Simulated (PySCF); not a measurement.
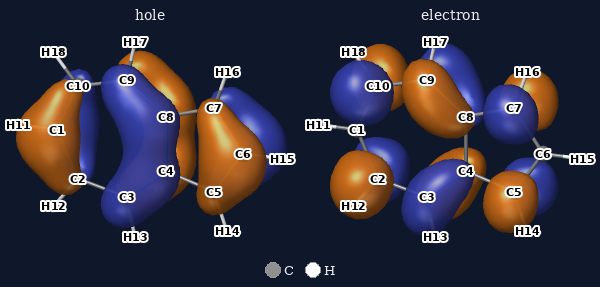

Figure 1: C$_{10}$H$_{8}$, SMILES `c1ccc2cccc2cc1`. Leading natural transition orbital pair of S₃ (CIS singlet states); the surfaces enclose about 78 % of each orbital's density.

PySCF calculation, HF/6-31G*, gas phase; geometry: GFN2-xTB. No frequency check shows the geometry to be a minimum. Without diffuse functions Rydberg states are missing, so the states' numbers hold for this basis only.

Question: Characterise the state.

Answer: 5.73 eV (216 nm), f = 0.180 (bright), π → π*; the leading pair carries 78 %; hole on C6 (15 %), C4 and C8 (13 % each) and C1 (11 %), electron on C2, C3, C9 and C10 (12 % each), C4, C5, C7 and C8 (9 % each) and C1 (7 %) (shares are of the whole state, not of the leading pair alone); their centroids lie 0.7 Å apart. In canonical orbitals it is mainly HOMO−1 → LUMO+1 (77 %). The HOMO–LUMO gap is 8.45 eV.
